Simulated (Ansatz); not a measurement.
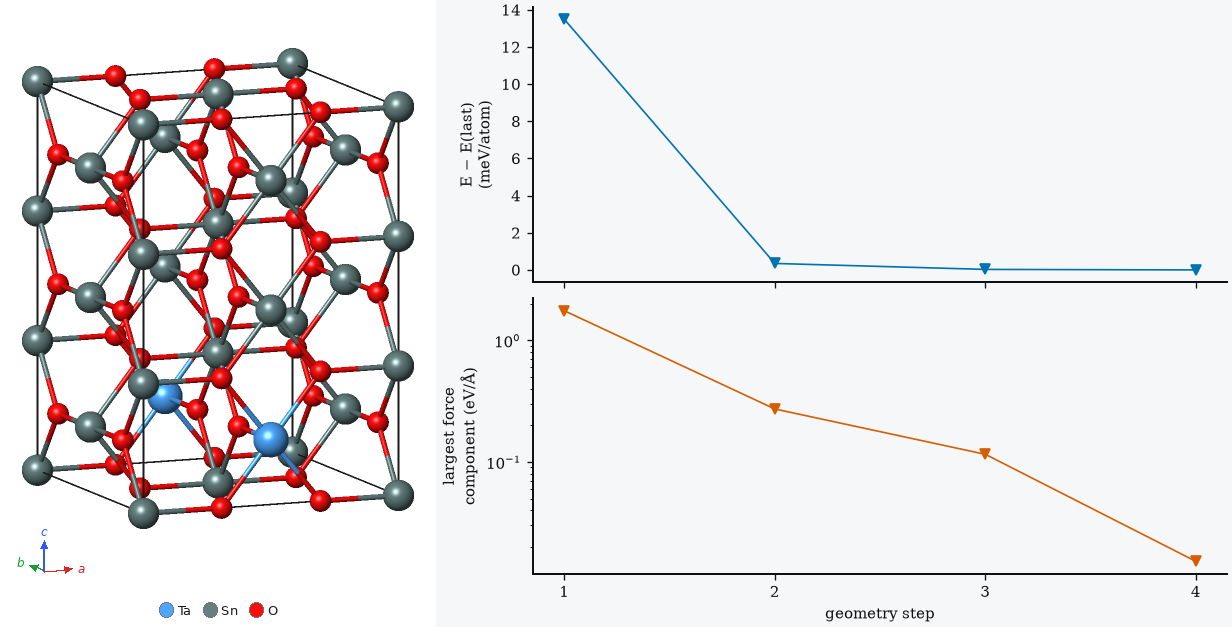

Beside the plot: the structure at the start.

History of a geometry optimisation. Only the atoms move.

System: TaSn11O24 (defect cell, 36 atoms in the cell, total charge +1).
Method: Ansatz, DFT, PBE, plane-wave PAW, default files, scalar-relativistic; cutoff 420 eV, 3×3×2 k-mesh, Fermi–Dirac smearing of 0.01 eV.

Question: How did the optimisation end?

Answer: The optimisation met its thresholds at geometry 4, counting the start as the first. The energy fell by about 13 meV/atom from the first step to the last. The largest force component goes from about 1.8 eV/Å at the start to 0.015 eV/Å at the end.
